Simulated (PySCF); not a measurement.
# C₃H₂F₃N₃: a tour of settings

Aim: see how C₃H₂F₃N₃ (`FC(F)(F)c1cn[nH]n1`) answers to the choice of functional, basis, grid and SCF options, and what happens with inputs that are wrong on purpose.

The runs use PySCF 2.14.0, with density-fitted response routines of our own; the level of theory stands in each step. All values are computed, except where a source is named. Atoms are numbered from 0 throughout.

### Step 1. The molecule as given

11 atoms, charge 0, multiplicity 1; geometry from: GFN2-xTB.

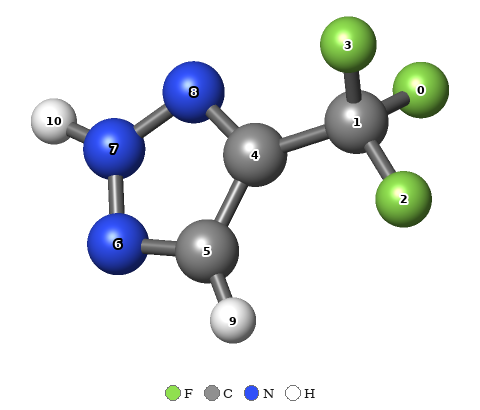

The starting geometry (fluorine green, carbon grey, nitrogen blue, hydrogen white), atoms numbered; sticks join atoms by distance.

### Step 2. Spin-spin couplings: OPBE/def2-SVPD

The job: settings as JSON, then the geometry in Å.

```
{"job": {"kind": "j", "xc": "OPBE", "basis": "def2-SVPD", "scf": {"guess": "huckel"}}, "charge": 0, "multiplicity": 1}
F     -1.968697    -1.181155    -0.987512
C     -1.606261    -0.313229    -0.032407
F     -2.267934     0.828424    -0.278488
F     -2.083773    -0.792434     1.124880
C     -0.136047    -0.084835     0.005933
C      0.581071     1.110985    -0.173124
N      1.863627     0.824725    -0.051503
N      1.898337    -0.463035     0.185113
N      0.738490    -1.059106     0.230632
H      0.222460     2.097637    -0.372627
H      2.764151    -0.965306     0.323138
```

Level: OPBE/def2-SVPD indirect spin-spin coupling, non-relativistic, gas phase.

Launch:

```console
> OMP_NUM_THREADS=1 python probes_run.py task.json out
```

This one command runs all jobs of the session in turn.

The program printed:

```text
final grid: 112160 points
cycle   1  E = -563.0742087304  dE =  1.197e+01  |g| = 8.587e+00  |ddm| = 2.784e+01
cycle   2  E = -547.9095598003  dE =  1.516e+01  |g| = 8.323e+00  |ddm| = 6.563e+01
cycle   3  E = -562.8539986753  dE = -1.494e+01  |g| = 6.502e+00  |ddm| = 6.944e+01
cycle   4  E = -577.4308687619  dE = -1.458e+01  |g| = 2.398e+00  |ddm| = 3.774e+01
cycle   5  E = -577.3567444716  dE =  7.412e-02  |g| = 2.278e+00  |ddm| = 7.331e+00
cycle   6  E = -578.4267800072  dE = -1.070e+00  |g| = 8.533e-01  |ddm| = 4.097e+00
cycle   7  E = -578.4676623244  dE = -4.088e-02  |g| = 7.915e-01  |ddm| = 2.694e+00
cycle   8  E = -578.6034202768  dE = -1.358e-01  |g| = 2.871e-01  |ddm| = 1.666e+00
cycle   9  E = -578.6173514942  dE = -1.393e-02  |g| = 1.540e-01  |ddm| = 5.145e-01
cycle  10  E = -578.6219206892  dE = -4.569e-03  |g| = 5.518e-02  |ddm| = 3.403e-01
cycle  11  E = -578.6225173082  dE = -5.966e-04  |g| = 1.791e-02  |ddm| = 8.710e-02
cycle  12  E = -578.6225702784  dE = -5.297e-05  |g| = 5.072e-03  |ddm| = 2.871e-02
cycle  13  E = -578.6225740479  dE = -3.770e-06  |g| = 2.607e-03  |ddm| = 1.087e-02
cycle  14  E = -578.6225752020  dE = -1.154e-06  |g| = 4.464e-04  |ddm| = 3.218e-03
cycle  15  E = -578.6225752402  dE = -3.822e-08  |g| = 1.152e-04  |ddm| = 8.579e-04
cycle  16  E = -578.6225752403  dE = -8.617e-11  |g| = 1.098e-04  |ddm| = 4.069e-04
cycle  17  E = -578.6225752432  dE = -2.921e-09  |g| = 3.012e-05  |ddm| = 2.612e-04
cycle  18  E = -578.6225752430  dE =  1.946e-10  |g| = 3.965e-05  |ddm| = 1.095e-04
cycle  19  E = -578.6225752434  dE = -3.852e-10  |g| = 7.452e-06  |ddm| = 7.698e-05
converged SCF energy = -578.6225752434

Indirect spin-spin couplings (Hz)
  i      j    bonds     total        FC       PSO       DSO        SD
  0 F    1 C    1   -465.641  -441.955   -30.101     1.525     4.890
  0 F    2 F    2    294.904   271.691   -17.854    -0.157    41.225
  0 F    3 F    2    304.066   287.527   -24.714    -0.163    41.417
  0 F    4 C    2     65.508    65.881    -1.677     0.243     1.061
  0 F    5 C    3      6.661     6.428     1.297    -0.162    -0.902
  0 F    6 N    4      0.303     0.322    -0.124     0.110    -0.005
  0 F    7 N    4     -1.309    -1.712     0.179     0.090     0.134
  0 F    8 N    3      0.694    -0.198     0.595    -0.050     0.348
  0 F    9 H    4     -1.830    -1.495     0.964    -0.923    -0.376
  0 F   10 H    5     -1.525    -0.949     0.737    -1.129    -0.184
  1 C    2 F    1   -446.983  -425.555   -28.321     1.528     5.365
  1 C    3 F    1   -465.541  -441.868   -30.091     1.525     4.893
  1 C    9 H    3      0.330     0.282    -0.074     0.122         -
  1 C   10 H    4      0.811     0.848     0.308    -0.344         -
  2 F    3 F    2    293.684   270.334   -17.831    -0.157    41.338
  2 F    4 C    2     99.705   100.797    -1.631     0.268     0.271
  2 F    5 C    3      2.177     3.107    -1.290     0.232     0.128
  2 F    7 N    4     -1.661    -1.066    -0.443     0.120    -0.272
  2 F    8 N    3     -6.372    -4.535    -1.252     0.126    -0.710
  2 F    9 H    4      1.330     1.654    -1.364     1.112    -0.071
  2 F   10 H    5      2.280     2.569     1.143    -1.489     0.057
  3 F    4 C    2     65.579    65.953    -1.677     0.244     1.060
  3 F    5 C    3      6.646     6.421     1.292    -0.162    -0.906
  3 F    6 N    4      0.308     0.326    -0.123     0.110    -0.004
  3 F    7 N    4     -1.316    -1.720     0.179     0.090     0.135
  3 F    8 N    3      0.697    -0.194     0.591    -0.049     0.349
  3 F    9 H    4     -1.833    -1.498     0.963    -0.920    -0.378
  3 F   10 H    5     -1.530    -0.953     0.737    -1.130    -0.184
  4 C    9 H    2      8.495     9.366    -0.702    -0.169         -
  4 C   10 H    3      9.357     9.716     0.422    -0.781         -
  5 C    9 H    1    227.732   226.968    -0.402     1.166         -
  5 C   10 H    3      8.715     9.152     0.440    -0.877         -
  6 N    9 H    2    -13.605   -14.535     0.787     0.144         -
  6 N   10 H    2    -14.297   -15.164     0.600     0.267         -
  7 N    9 H    3    -11.352   -11.468    -0.151     0.267         -
  7 N   10 H    1   -133.474  -132.135    -0.839    -0.500         -
  8 N    9 H    3     -0.085    -0.369     0.033     0.250         -
  8 N   10 H    2    -14.669   -15.571     0.652     0.250         -
  9 H   10 H    4      0.305     1.131     1.977    -2.803         -
```

Run time: 46 s. Hardware: 1 thread of Arm Neoverse V2, shared host; peak memory 0.62 GiB.

This basis has no tight s functions, so the Fermi-contact terms are rough.

Couplings of 1 Hz or more, nine at most for each number of bonds, with means over like pairs (isotopes 13C, 19F, 1H, 15N):

| pair | bonds | J (Hz) | Fermi contact (Hz) | dihedral (°) |
| --- | --- | --- | --- | --- |
| F0–C1 | 1 | -459.4 | -436.5 | – |
| C5–H9 | 1 | 227.7 | 227.0 | – |
| N7–H10 | 1 | -133.5 | -132.1 | – |
| F0–F2 | 2 | 297.6 | 276.5 | – |
| F0–C4 | 2 | 76.9 | 77.5 | – |
| N8–H10 | 2 | -14.7 | -15.6 | – |
| N6–H10 | 2 | -14.3 | -15.2 | – |
| N6–H9 | 2 | -13.6 | -14.5 | – |
| C4–H9 | 2 | 8.5 | 9.4 | – |
| N7–H9 | 3 | -11.4 | -11.5 | -180 |
| C4–H10 | 3 | 9.4 | 9.7 | -180 |
| C5–H10 | 3 | 8.7 | 9.2 | 180 |
| F0–C5 | 3 | 5.2 | 5.3 | – |
| F0–N8 | 3 | -1.7 | -1.6 | – |
| F0–N7 | 4 | -1.4 | -1.5 | – |

The spin-dipole term was solved for some atoms only; pairs without it lack that part.

The response was solved for the nuclei of F, H alone, so couplings that need other nuclei can be missing.

Quadrupole couplings from the field gradients of the same density:

| atom | isotope | eQq/h (MHz) | η |
| --- | --- | --- | --- |
| N6 | 14N | -4.382 | 0.51 |
| N8 | 14N | -4.339 | 0.50 |
| N7 | 14N | -3.490 | 0.47 |

### Step 3. Ultraviolet spectrum: BP86/def2-SVPD

Settings changed since step 2:

```diff
@@ -1,2 +1,2 @@
-{"job": {"kind": "j", "xc": "OPBE", "basis": "def2-SVPD", "scf": {"guess": "huckel"}}, "charge": 0, "multiplicity": 1}
+{"job": {"kind": "uv", "xc": "BP86", "basis": "def2-SVPD", "nstates": 3, "ntriplets": 5, "tda": false}, "charge": 0, "multiplicity": 1}
 F     -1.968697    -1.181155    -0.987512
```

Level: TDDFT BP86/def2-SVPD, vertical, gas phase, core orbitals frozen in the response.

The program printed:

```text
coarse grid: 10944 points
cycle   1  E = -578.6635825545  dE =  1.696e+00  |g| = 8.710e-01  |ddm| = 5.625e+00
cycle   2  E = -578.2964353488  dE =  3.671e-01  |g| = 1.709e+00  |ddm| = 2.848e+00
cycle   3  E = -578.7982757011  dE = -5.018e-01  |g| = 1.313e-01  |ddm| = 1.818e+00
cycle   4  E = -578.7989860813  dE = -7.104e-04  |g| = 1.187e-01  |ddm| = 3.999e-01
cycle   5  E = -578.8021913702  dE = -3.205e-03  |g| = 2.993e-02  |ddm| = 1.867e-01
cycle   6  E = -578.8023757627  dE = -1.844e-04  |g| = 9.743e-03  |ddm| = 5.723e-02
cycle   7  E = -578.8023903187  dE = -1.456e-05  |g| = 5.169e-03  |ddm| = 1.910e-02
cycle   8  E = -578.8023963719  dE = -6.053e-06  |g| = 8.529e-04  |ddm| = 8.426e-03
final grid: 112160 points
cycle   9  E = -578.8907674010  dE = -5.368e-05  |g| = 4.131e-03  |ddm| = 1.181e-01
cycle  10  E = -578.8907554129  dE =  1.199e-05  |g| = 8.412e-03  |ddm| = 2.050e-02
cycle  11  E = -578.8907704637  dE = -1.505e-05  |g| = 1.736e-03  |ddm| = 1.370e-02
cycle  12  E = -578.8907712127  dE = -7.489e-07  |g| = 5.589e-04  |ddm| = 3.432e-03
cycle  13  E = -578.8907712328  dE = -2.014e-08  |g| = 1.949e-04  |ddm| = 8.459e-04
cycle  14  E = -578.8907712396  dE = -6.793e-09  |g| = 7.743e-05  |ddm| = 3.852e-04
cycle  15  E = -578.8907712408  dE = -1.198e-09  |g| = 2.568e-05  |ddm| = 1.292e-04
cycle  16  E = -578.8907712409  dE = -1.439e-10  |g| = 6.085e-06  |ddm| = 4.307e-05
converged SCF energy = -578.8907712409

Static polarisability (au): isotropic 57.698, principal 41.567 60.203 71.324

Singlet excitations
state   eV       nm        f      main configurations
  1   5.8147    213.2   0.00000   H->L 0.97
  2   6.4884    191.1   0.06289   H-1->L 0.78, H-2->L+1 0.17
  3   6.6489    186.5   0.00095   H-3->L 0.52, H->L+1 0.45

Triplet excitations (Tamm-Dancoff, eV): 5.1094 5.1386 5.2403 5.9890 6.0989
```

Run time: 34 s. Hardware: 1 thread of Arm Neoverse V2, shared host; peak memory 0.68 GiB.

The orbitals next to the gap, with their largest atomic shares:

| orbital | eV | atoms |
| --- | --- | --- |
| HOMO−3 | -8.54 | N8 34 %, N6 21 %, C4 12 % |
| HOMO−2 | -8.15 | N6 33 %, N8 32 %, C5 13 % |
| HOMO−1 | -7.79 | C4 27 %, N7 26 %, C5 23 % |
| HOMO | -7.67 | N6 47 %, N8 34 %, C5 6 % |
| LUMO | -2.14 | N8 31 %, N7 22 %, N6 20 % |
| LUMO+1 | -1.03 | C5 33 %, N6 20 %, C4 20 % |
| LUMO+2 | 0.08 | H10 57 %, N7 23 %, N8 4 % |

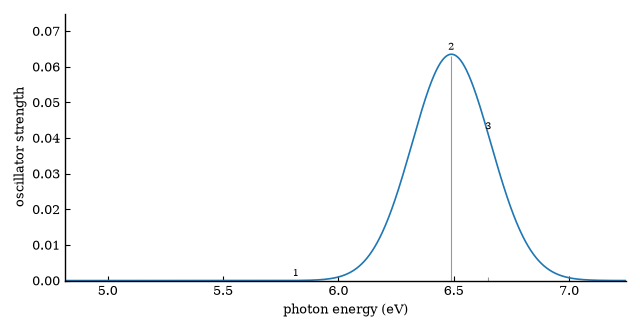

Absorption spectrum from the 3 singlet states computed; above the last one it falls off for lack of states. Lines are broadened to a width of 0.40 eV (Gaussian).

Ground-state properties from the same run:

| property | computed |
| --- | --- |
| dipole moment (D) | 2.53 |
| polarisability (Å³) | 8.55 |
| HOMO–LUMO gap (eV) | 5.53 |
| −ε(HOMO) (eV) | 7.67 |

### Step 4. Ultraviolet spectrum: OLYP/def2-SVPD

Settings changed since step 3:

```diff
@@ -1,2 +1,2 @@
-{"job": {"kind": "uv", "xc": "BP86", "basis": "def2-SVPD", "nstates": 3, "ntriplets": 5, "tda": false}, "charge": 0, "multiplicity": 1}
+{"job": {"kind": "uv", "xc": "OLYP", "basis": "def2-SVPD", "nstates": 6, "ntriplets": 0, "tda": false, "scf": {"max_cycle": 96}}, "charge": 0, "multiplicity": 3}
 F     -1.968697    -1.181155    -0.987512
```

With the program's defaults for keys left out, this is: OLYP/def2-SVPD.

The program printed:

```text
NotImplementedError: this response code serves closed shells only; the SCF ended at -578.55105139 Eh with <S^2> = 2.0130
```

Run time: 69 s. Hardware: 1 thread of Arm Neoverse V2, shared host; peak memory 0.51 GiB.

Diagnosis: The input makes an open shell, and this response code serves closed shells alone. The remedy is to restore the closed-shell charge and spin, or use an unrestricted response code.

### Step 5. Excited states and response: PBE0/pcSseg-1

Settings changed since step 4:

```diff
@@ -1,2 +1,2 @@
-{"job": {"kind": "uv", "xc": "OLYP", "basis": "def2-SVPD", "nstates": 6, "ntriplets": 0, "tda": false, "scf": {"max_cycle": 96}}, "charge": 0, "multiplicity": 3}
+{"job": {"kind": "uv", "xc": "PBE0", "basis": "pcSseg-1", "nstates": 6, "ntriplets": 2, "tda": false}, "charge": 0, "multiplicity": 1}
 F     -1.968697    -1.181155    -0.987512
```

Method: TDDFT PBE0/pcSseg-1, vertical, gas phase, core orbitals frozen in the response.

The program printed:

```text
coarse grid: 10944 points
cycle   1  E = -578.4179357965  dE =  1.990e+00  |g| = 9.285e-01  |ddm| = 3.324e+00
cycle   2  E = -578.2700887844  dE =  1.478e-01  |g| = 1.379e+00  |ddm| = 1.249e+00
cycle   3  E = -578.5686017201  dE = -2.985e-01  |g| = 6.104e-02  |ddm| = 7.398e-01
cycle   4  E = -578.5687552977  dE = -1.536e-04  |g| = 5.162e-02  |ddm| = 8.509e-02
cycle   5  E = -578.5693015825  dE = -5.463e-04  |g| = 1.645e-02  |ddm| = 5.096e-02
cycle   6  E = -578.5693528247  dE = -5.124e-05  |g| = 4.723e-03  |ddm| = 1.431e-02
cycle   7  E = -578.5693571806  dE = -4.356e-06  |g| = 1.277e-03  |ddm| = 3.508e-03
final grid: 112160 points
cycle   8  E = -578.6357878354  dE = -4.299e-05  |g| = 7.011e-03  |ddm| = 3.030e-02
cycle   9  E = -578.6357802531  dE =  7.582e-06  |g| = 9.614e-03  |ddm| = 1.267e-02
cycle  10  E = -578.6357976209  dE = -1.737e-05  |g| = 1.529e-03  |ddm| = 7.077e-03
cycle  11  E = -578.6357981226  dE = -5.017e-07  |g| = 5.143e-04  |ddm| = 1.535e-03
cycle  12  E = -578.6357981710  dE = -4.838e-08  |g| = 1.405e-04  |ddm| = 3.906e-04
cycle  13  E = -578.6357981739  dE = -2.893e-09  |g| = 4.412e-05  |ddm| = 1.175e-04
cycle  14  E = -578.6357981743  dE = -3.504e-10  |g| = 1.972e-05  |ddm| = 4.833e-05
converged SCF energy = -578.6357981743

Static polarisability (au): isotropic 46.249, principal 29.298 50.629 58.819

Singlet excitations
state   eV       nm        f      main configurations
  1   6.3637    194.8   0.00000   H-2->L 0.98
  2   6.9687    177.9   0.08486   H->L 0.85, H-1->L+1 0.12
  3   7.3888    167.8   0.01858   H-3->L 0.85, H-2->L+1 0.14
  4   7.7082    160.8   0.02157   H-1->L 0.72, H->L+1 0.22
  5   7.8590    157.8   0.00051   H-2->L+1 0.84, H-3->L 0.14
  6   8.5408    145.2   0.28935   H->L+1 0.71, H-1->L 0.20

Triplet excitations (Tamm-Dancoff, eV): 5.0702 5.3363
```

It took 24 s on 1 thread of Arm Neoverse V2, shared host; peak memory 0.81 GiB.

Key values: HOMO -8.87 eV, LUMO -0.92 eV; lowest singlet 6.36 eV.

### Step 6. Nuclear shieldings: HF/pcSseg-1

Settings changed since step 5:

```diff
@@ -1,2 +1,2 @@
-{"job": {"kind": "uv", "xc": "PBE0", "basis": "pcSseg-1", "nstates": 6, "ntriplets": 2, "tda": false}, "charge": 0, "multiplicity": 1}
+{"job": {"kind": "nmr", "xc": "HF", "basis": "pcSseg-1", "pop": false}, "charge": 0, "multiplicity": 1}
 F     -1.968697    -1.181155    -0.987512
```

With the program's defaults for keys left out, this is: GIAO HF/pcSseg-1 NMR shielding, non-relativistic, gas phase.

The program printed:

```text
final grid: 112160 points
cycle   1  E = -576.0621949270  dE =  2.696e+00  |g| = 1.065e+00  |ddm| = 3.301e+00
cycle   2  E = -576.2448072893  dE = -1.826e-01  |g| = 6.271e-01  |ddm| = 9.222e-01
cycle   3  E = -576.3067009665  dE = -6.189e-02  |g| = 8.705e-02  |ddm| = 3.571e-01
cycle   4  E = -576.3092221342  dE = -2.521e-03  |g| = 2.965e-02  |ddm| = 1.281e-01
cycle   5  E = -576.3095604876  dE = -3.384e-04  |g| = 1.000e-02  |ddm| = 4.461e-02
cycle   6  E = -576.3096100608  dE = -4.957e-05  |g| = 5.242e-03  |ddm| = 1.480e-02
cycle   7  E = -576.3096277816  dE = -1.772e-05  |g| = 2.014e-03  |ddm| = 8.347e-03
cycle   8  E = -576.3096317151  dE = -3.933e-06  |g| = 5.555e-04  |ddm| = 4.941e-03
cycle   9  E = -576.3096320229  dE = -3.078e-07  |g| = 2.505e-04  |ddm| = 1.328e-03
cycle  10  E = -576.3096320635  dE = -4.064e-08  |g| = 5.937e-05  |ddm| = 5.305e-04
cycle  11  E = -576.3096320657  dE = -2.206e-09  |g| = 2.520e-05  |ddm| = 1.168e-04
cycle  12  E = -576.3096320660  dE = -2.458e-10  |g| = 8.186e-06  |ddm| = 4.096e-05
converged SCF energy = -576.3096320660

GIAO shielding tensors (ppm)
atom      isotropic    diamagn.    paramagn.     s11        s22        s33       span
  0 F      280.784     470.790    -190.006    199.360    272.780    370.213    170.853
  1 C       80.280     232.028    -151.747     77.771     77.784     85.286      7.516
  2 F      299.605     472.176    -172.571    218.034    290.681    390.099    172.065
  3 F      280.707     470.808    -190.101    199.228    272.736    370.157    170.929
  4 C       44.661     254.170    -209.509    -45.570     46.448    133.105    178.675
  5 C       51.274     248.954    -197.680    -41.846     46.252    149.417    191.264
  6 N     -122.384     323.314    -445.698   -414.724   -155.170    202.742    617.466
  7 N       -6.808     323.730    -330.538   -175.264     36.369    118.472    293.736
  8 N     -137.599     322.410    -460.009   -456.103   -164.668    207.973    664.076
  9 H       23.616      29.447      -5.832     20.381     23.571     26.894      6.513
 10 H       20.073      30.967     -10.894     14.214     22.504     23.502      9.288
```

Wall time 8.2 s (1 thread of Arm Neoverse V2, shared host); peak memory 0.85 GiB.

Shifts follow as δ = σ(reference) − σ, with reference shieldings (ppm) from runs at the same level and on the same kind of geometry: ¹H TMS 32.15, ¹³C TMS 193.4, ¹⁹F CFCl3 241.4, ¹⁵N NH3 267.6. The references are single molecules in the gas phase, so shifts against H2O, NH3, PH3, H3PO4 or CFCl3 are not on the usual liquid scales and can be off by tens of ppm. Atoms listed in one row are averaged.

| atoms | environment | σ (ppm) | δ (ppm) |
| --- | --- | --- | --- |
| C4 | substituted aromatic carbon next to a ring nitrogen | 44.7 | 148.7 |
| C5 | aromatic CH next to a ring nitrogen | 51.3 | 142.1 |
| C1 | CF3 carbon | 80.3 | 113.1 |
| H10 | hydrogen on a pyrrole-type ring nitrogen | 20.07 | 12.08 |
| H9 | hydrogen on an aromatic CH next to a ring nitrogen | 23.62 | 8.54 |
| F0, F2, F3 | fluorine of a CF3 group | 287.0 | -45.6 |
| N8 | pyridine-type nitrogen of an azole | -137.6 | 405.2 |
| N6 | pyridine-type nitrogen of an azole | -122.4 | 390.0 |
| N7 | pyrrole-type ring nitrogen | -6.8 | 274.4 |

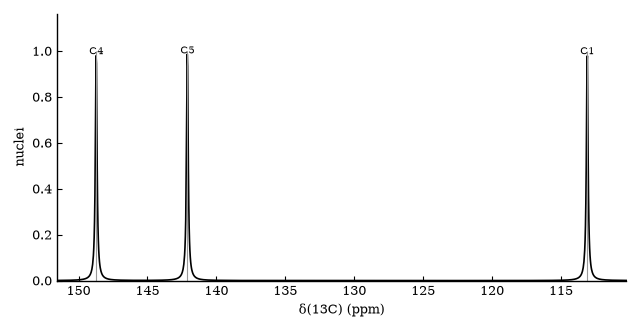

¹³C lines at the computed shifts, without couplings. Lines are broadened to a width of 0.14 ppm (Lorentzian).

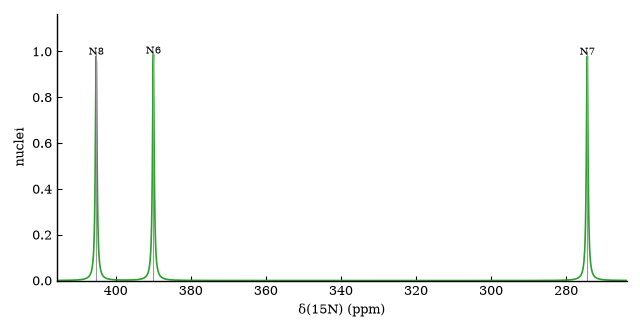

¹⁵N lines at the computed shifts, without couplings. Lines are broadened to a width of 0.52 ppm (Lorentzian).

Ring of atoms C4, C5, N6, N7, N8: NICS(0) -15.7, NICS(1) -14.6, NICS(1)zz -36.6 ppm (means of both faces).

### Step 7. Side by side: electronic excitations

Excitations and ground-state properties, with basis size and wall time:

| run | lowest singlet (eV) | brightest (eV) | f | gap (eV) | α (Å³) | μ (D) | functions | time |
| --- | --- | --- | --- | --- | --- | --- | --- | --- |
| BP86/def2-SVPD | 5.81 | 6.49 | 0.063 | 5.53 | 8.55 | 2.53 | 205 | 34 s |
| PBE0/pcSseg-1 | 6.36 | 8.54 | 0.289 | 7.95 | 6.85 | 2.57 | 163 | 24 s |

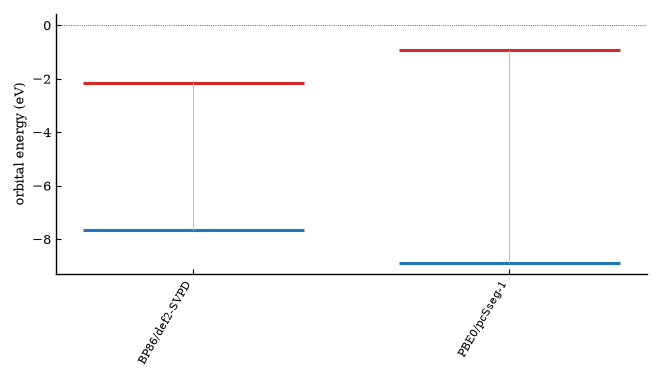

HOMO (blue) and LUMO (red) run by run.

### Step 8. What came out

```
                                                               quantity                                            value
                         largest coupling of the table (OPBE/def2-SVPD)                         ¹J(F,C) F0–C1, -459.4 Hz
                                        lowest singlet (BP86/def2-SVPD)                      5.81 eV (213 nm), f = 0.000
                               brightest single state of those computed                      state 2, 6.49 eV, f = 0.063
                                                         lowest triplet                                          5.11 eV
                                   ¹³C shifts against TMS (HF/pcSseg-1)                          148.7, 142.1, 113.1 ppm
                                    ¹H shifts against TMS (HF/pcSseg-1)                                  12.08, 8.54 ppm
¹⁹F shifts against CFCl3 (HF/pcSseg-1, means over atoms taken as alike)                                        -45.6 ppm
                                   ¹⁵N shifts against NH3 (HF/pcSseg-1)                          405.2, 390.0, 274.4 ppm
                                            range of the lowest singlet                                  5.81 to 6.36 eV
                                          property runs in this session  5, of which 1 failed and 0 gave unsound results
```

Single values in the summary come from the first run of each kind that ended normally (OPBE/def2-SVPD; BP86/def2-SVPD; HF/pcSseg-1), which need not be the best level. Of the pairs tabulated at OPBE/def2-SVPD, F0–C1 (mean over like pairs) couples most strongly (-459.4 Hz; Fermi contact -436.5 Hz). Density functionals describe couplings to fluorine poorly, F–F couplings above all, so those rows are rough. The first singlet state (HOMO→LUMO 0.97) lies at 5.81 eV and is dark; of the 3 states computed, the strongest absorption comes from state 2 at 6.49 eV. The lowest triplet lies 0.71 eV below the lowest singlet (triplets in Tamm-Dancoff, singlets in full TDDFT). At HF/pcSseg-1: Shielding is most anisotropic at N8 (span 664 ppm, paramagnetic term -460 ppm). NICS(1)zz of -37 ppm above the planar ring from C4 marks a diatropic (aromatic) ring current. The lowest singlet runs from 5.81 eV (BP86/def2-SVPD) to 6.36 eV (PBE0/pcSseg-1), while the orbital gap spans 5.53 to 7.95 eV. The lowest state need not be the same one in every run. The runs solved for a few states only, so the brightest column depends on that window. Couplings from bases without tight functions are rough.
